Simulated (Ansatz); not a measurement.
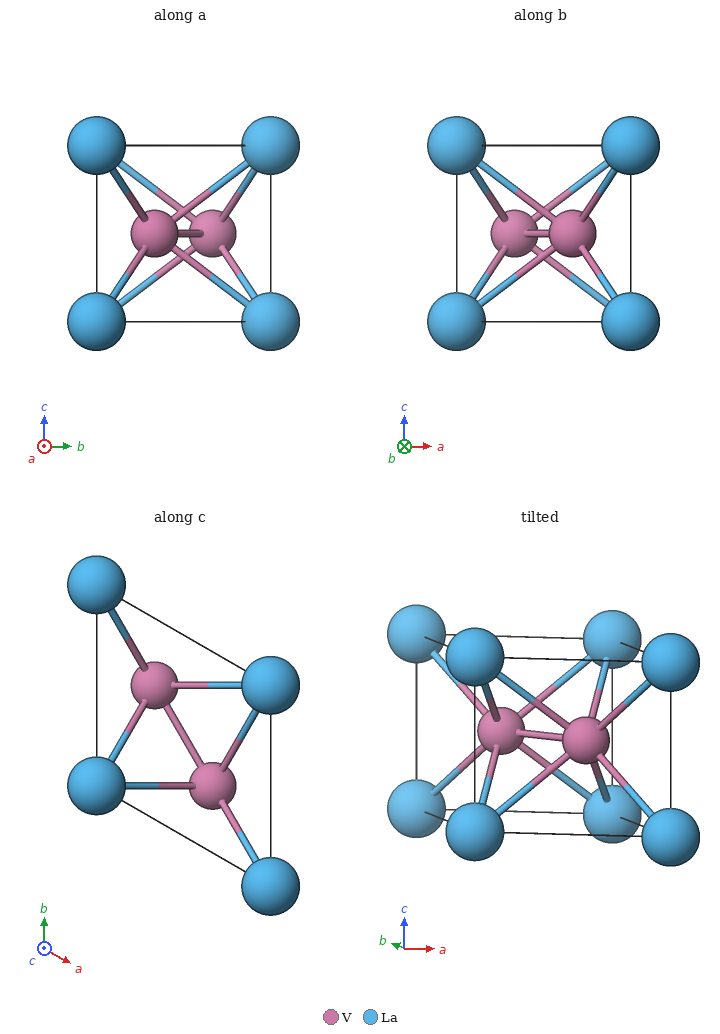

This ball-and-stick model is shown along the a axis, along the b axis, along the c axis and slightly off an axis. The lines enclose the conventional unit cell; boundary atoms appear with their images.

Lattice parameters: a = 4.3952 Å, b = 4.3952 Å, c = 3.8501 Å, α = 90.000°, β = 90.000°, γ = 120.000°.

Put the structure into a CIF with its space group and independent sites.

Answer.
```cif
data_structure
_symmetry_space_group_name_H-M 'P 6/m m m'
_symmetry_Int_Tables_number 191
_cell_length_a 4.3952
_cell_length_b 4.3952
_cell_length_c 3.8501
_cell_angle_alpha 90.000
_cell_angle_beta 90.000
_cell_angle_gamma 120.000
_cell_volume 64.41
loop_
_atom_site_label
_atom_site_type_symbol
_atom_site_symmetry_multiplicity
_atom_site_Wyckoff_symbol
_atom_site_fract_x
_atom_site_fract_y
_atom_site_fract_z
_atom_site_occupancy
V1 V 2 d 0.3333 0.6667 0.5000 1
La1 La 1 a 0.0000 0.0000 0.0000 1
```

Provenance: a generated cell, made by putting these elements into a known structure type (the compound may or may not exist in this form); not relaxed. Ansatz was used for an electronic-structure calculation on it.

At this level of theory the cell isn't at rest (compressed, at 9 GPa), so its distances can differ from those at equilibrium, the more so the softer the solid.
